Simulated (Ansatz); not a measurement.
# P2: interaction energy of a dimer with the counterpoise correction, by script

How strongly do two molecules of P2 bind, and how much of that is basis error? The task is the interaction energy of a dimer with the counterpoise correction, for P2.

Program: the Python package of Ansatz 0.2.0. Level of theory: MP2/def2-SVP. These are calculated values, not measurements.

### 1 Starting point

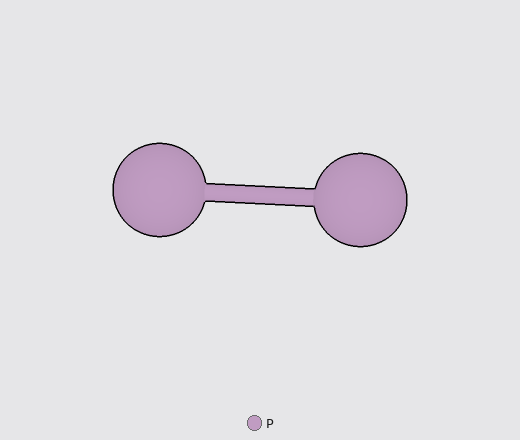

The starting structure, viewed from a chosen angle; phosphorus pink.

The script holds or builds the structure itself.

### 2 Script

dimer.py

```python
"""Interaction energy of two P2 molecules, with the counterpoise correction."""

import ansatz as az

FIRST = [
    ("P", (0.0, 0.0, -1.065)),
    ("P", (0.0, 0.0, 1.065)),
]
SECOND = [
    ("P", (-0.7236, 2.097, 2.914)),
    ("P", (-2.274, 0.6517, 3.124)),
]

def energy(atoms, ghosts=()):
    molecule = az.Crystal.molecule()
    for symbol, xyz in atoms:
        molecule = molecule.atom(symbol, xyz)
    calc = (
        molecule.calculation()
        .basis(gaussian="def2-SVP")
        .correlation("mp2", electrons="valence")
    )
    deck = calc.input()
    if ghosts:
        deck = deck.set(az.key.basis.gaussian.ghost_atoms, [{"symbol": s, "position_ang": list(xyz)} for s, xyz in ghosts])
    return az.Session.from_dict(deck).plan().execute().report["free_energy_ev"]


def main() -> None:
    # ghost atoms carry the functions of the partner
    both = energy(FIRST + SECOND)
    alone = energy(FIRST) + energy(SECOND)
    ghosted = energy(FIRST, SECOND) + energy(SECOND, FIRST)
    print(f"dimer {both:.6f} eV")
    print(f"interaction, uncorrected   {(both - alone):8.3f} eV")
    print(f"interaction, counterpoise  {(both - ghosted):8.3f} eV")
    print(f"basis-set superposition    {(alone - ghosted):8.3f} eV")


if __name__ == "__main__":
    main()
```

### 3 The calls as engine input

The engine receives this input (first run):

```yaml
crystal:
  periodic: [false, false, false]
  atoms:
    - { symbol: P, position_ang: [0.0, 0.0, -1.065] }
    - { symbol: P, position_ang: [0.0, 0.0, 1.065] }
    - { symbol: P, position_ang: [-0.7236, 2.097, 2.914] }
    - { symbol: P, position_ang: [-2.274, 0.6517, 3.124] }
basis:
  gaussian:
    orbitals: def2-SVP
correlation:
  method: mp2
  electrons: valence
```

### 4 Launch

On the command line:

```
> python dimer.py
```

The log of the run:

```text
dimer -37085.711629 eV
interaction, uncorrected      0.949 eV
interaction, counterpoise     1.101 eV
basis-set superposition       0.152 eV
```

It took 7 s on 1 thread of Intel Xeon Platinum 8488C (Sapphire Rapids), shared host; peak memory 0.22 GiB.

### 5 Inputs of later runs

The engine's inputs for some of the other runs:

Run 2, against run 1:

```diff
@@ -6,2 +5,0 @@
-    - { symbol: P, position_ang: [-0.7236, 2.097, 2.914] }
-    - { symbol: P, position_ang: [-2.274, 0.6517, 3.124] }
```

Run 3, against run 1:

```diff
@@ -4,2 +3,0 @@
-    - { symbol: P, position_ang: [0.0, 0.0, -1.065] }
-    - { symbol: P, position_ang: [0.0, 0.0, 1.065] }
```

Run 4, against run 1:

```diff
@@ -6,2 +5,0 @@
-    - { symbol: P, position_ang: [-0.7236, 2.097, 2.914] }
-    - { symbol: P, position_ang: [-2.274, 0.6517, 3.124] }
@@ -10,0 +9,3 @@
+    ghost_atoms:
+      - { symbol: P, position_ang: [-0.7236, 2.097, 2.914] }
+      - { symbol: P, position_ang: [-2.274, 0.6517, 3.124] }
```

Lines on the test bed's own set-up are left out of the output.

### 6 Run by run

One row for each of the 5 runs:

```csv
run,system,ghost atoms,energy (eV),iterations in all,CPU time (s)
1,P4,not set,-37085.7116,70,4.5
2,P2,not set,-18543.3301,23,0.19
3,P2,not set,-18543.3302,23,0.18
4,P2,a list of 2,-18543.3873,24,0.72
5,P2,a list of 2,-18543.4249,16,0.44
```

Totals carry meaning only in balanced differences at one level of theory.

### 7 Results

| quantity | value |
| --- | --- |
| interaction energy, uncorrected | 0.949 eV |
| interaction energy, counterpoise | 1.101 eV |
| runs compared | 5 |

The pair is unbound at this geometry and level. Uncorrected it is 0.949 eV, with the counterpoise correction 1.101 eV; the difference, 0.15 eV, is the superposition error. The pose is repulsive. The dimer is a generated trial pose of unrelaxed monomers, not a minimum, so the figure is no binding energy, and the basis set is small. The spin state was assumed, and another may lie lower.
